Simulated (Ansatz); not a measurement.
**H5NOSi···H2···H2O: density, localisation and related maps**

The calculation's input:

```
crystal:
  periodic: [false, false, false]
  atoms:
    - {symbol: Si, position_ang: [-1.105582, -1.219967, -0.103314]}
    - {symbol: H, position_ang: [1.273308, 3.060502, 1.093206]}
    - {symbol: H, position_ang: [-2.538057, -1.595913, -0.230315]}
    - {symbol: H, position_ang: [-0.256590, -2.354424, 0.318096]}
    - {symbol: N, position_ang: [-1.047091, 0.056671, 1.012486]}
    - {symbol: H, position_ang: [1.246595, -0.153946, -0.979416]}
    - {symbol: O, position_ang: [-0.481148, -0.878226, -1.613409]}
    - {symbol: H, position_ang: [1.486707, 2.446460, 0.721520]}
    - {symbol: O, position_ang: [1.825308, 0.174320, -0.275659]}
    - {symbol: H, position_ang: [-1.845072, 0.629692, 1.222702]}
    - {symbol: H, position_ang: [-0.168497, 0.497075, 1.238721]}
    - {symbol: H, position_ang: [-0.968705, -0.243271, -2.141920]}
    - {symbol: H, position_ang: [2.579026, -0.418874, -0.262599]}
basis:
  gaussian: {orbitals: def2-TZVPP}
hamiltonian: {xc: pbe0, dispersion: d4}
output: {orbitals: {seedname: orbitals}}
```

Launched as:

```sh
ansatz run in.yaml --threads 8 --pin off --events-out ev --progress --plain --max-ram 19148MiB
```

The product side of a reaction path; geometry: PBE0-D4/def2-TZVP.

Level of theory: RKS PBE0-D4/def2-TZVPP (Ansatz 0.2.0).

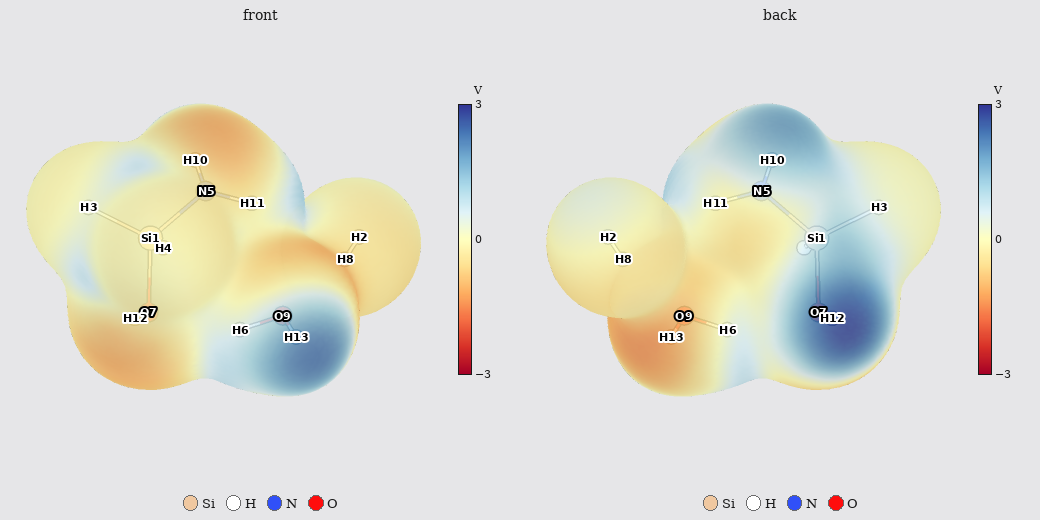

Figure 1. The molecular electrostatic potential painted on the density surface at 0.002 e/bohr³, seen from the front and from behind; red is negative and blue positive.

Which sites attract a positive test charge, and which a negative one?

A positive charge is drawn to the negative regions and a negative charge to the positive ones. The most negative region (about −1.3 V) lies over O9, the most positive (about +2.7 V) over H12. O9 is the likeliest acceptor of a hydrogen bond.

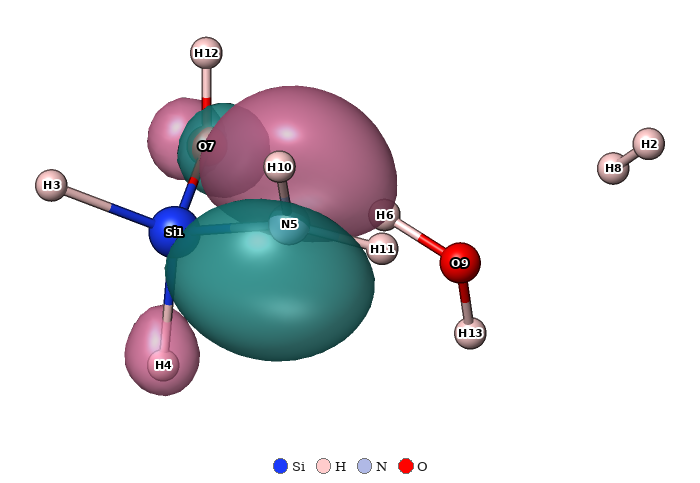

Figure 2. The HOMO at ±0.15 Å⁻³ᐟ² (teal and pink are the two phases), seen from one side.

Where does this orbital lie, and at what energy?

It lies mainly on N5 (about 65 %) and O7 (about 5 %); largely a lone pair of N5. Its energy is −7.59 eV.

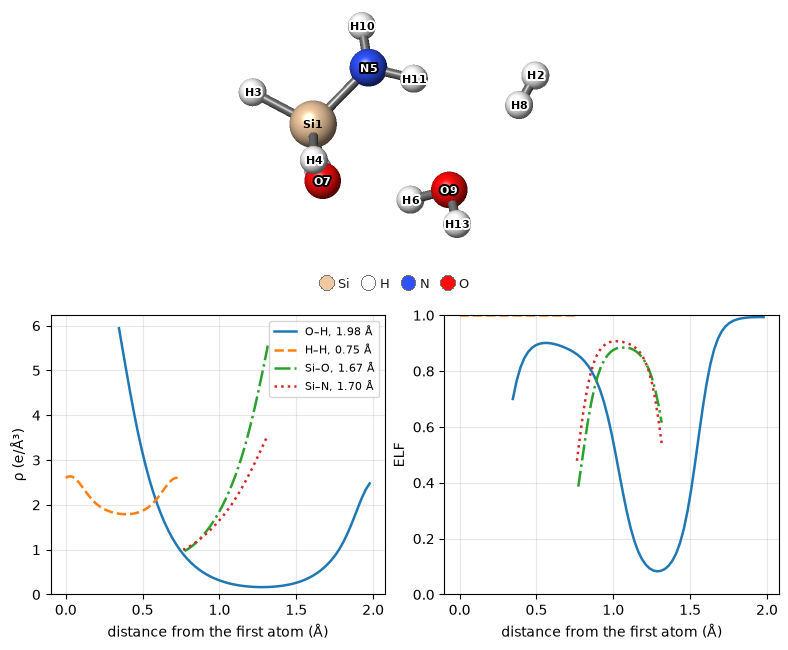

Figure 3. Total electron density and ELF along straight lines between neighbouring atoms. The curves leave out the atomic cores. The structure is drawn too.

What can be read from the curves?

O7···H6 (1.98 Å): the density falls to about 0.17 e/Å³ on the way; the ELF dips to about 0.10 between them (a closed-shell contact with the geometry of a hydrogen bond).
H–H (0.75 Å): the density is about 1.8 e/Å³ at the midpoint; the ELF peaks at about 1 between the atoms.
Si–O (1.67 Å): the density is about 1.1 e/Å³ at the midpoint; the ELF peaks at about 0.90 between the atoms, as expected for a polar covalent bond.
Si–N (1.70 Å): the density is about 1.2 e/Å³ at the midpoint; the ELF peaks at about 0.90 between the atoms: a shared but strongly polarised pair.
